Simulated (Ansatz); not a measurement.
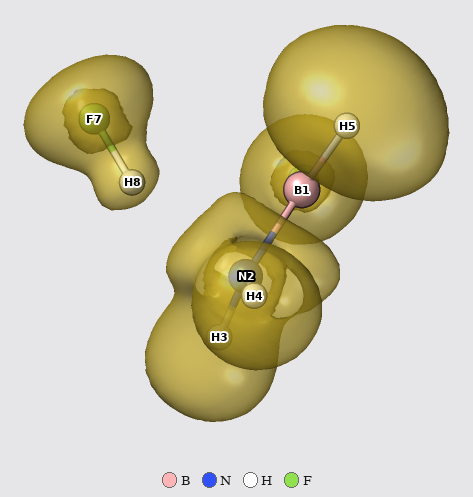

The picture shows: BFH$_{3}$N···HF. Isosurface of the electron localisation function at 0.75 (yellow), seen at a tilt. Core shells and regions of very low density are left out.

These are results of RKS r2SCAN-D4/def2-SVP in Ansatz, not measurements.

Input

```
crystal:
  periodic: [false, false, false]
  atoms:
    - { symbol: B, position_ang: [0.034577, -0.164731, 0.268171] }
    - { symbol: "N", position_ang: [0.027331, -0.239917, 1.746605] }
    - { symbol: H, position_ang: [-0.800358, -0.56933, 2.234354] }
    - { symbol: H, position_ang: [0.887073, -0.341819, 2.274811] }
    - { symbol: H, position_ang: [1.056858, -0.026535, -0.349629] }
    - { symbol: F, position_ang: [-1.129233, -0.338699, -0.352258] }
    - { symbol: F, position_ang: [-0.286357, 2.33397, 0.437538] }
    - { symbol: H, position_ang: [-0.247991, 1.94546, 1.279109] }
basis:
  gaussian: { orbitals: def2-SVP }
hamiltonian:
  xc: r2scan
  dispersion: d4
relax:
  f_tol: 0.03
  max_steps: 50
output:
  orbitals: {}
```

Command:

```sh
ansatz run input.yaml --threads 2 --pin off --max-ram 3072MiB --backend cpu --events-out ev --progress --plain --runs-dir out
```

The fields are those of the run's last geometry, not of the input's.

> Where are the electrons localised?

At this value the surface marks out one region around a hydrogen nucleus, one region on F in which the atom's valence shell and bonds are merged, one joined region spread over several atoms (F, H), in which their bonds and any lone pairs are merged and one joined region spread over several atoms (H, N), in which their bonds and any lone pairs are merged. Along the contacts the grid gives the following. N2···H8 (1.85 Å): the ELF dips to about 0.15 between them; by its geometry a hydrogen bond between the two molecules, with no shared pair. B–F (1.33 Å): the ELF peaks at about 0.85 between the atoms: a polar covalent bond.
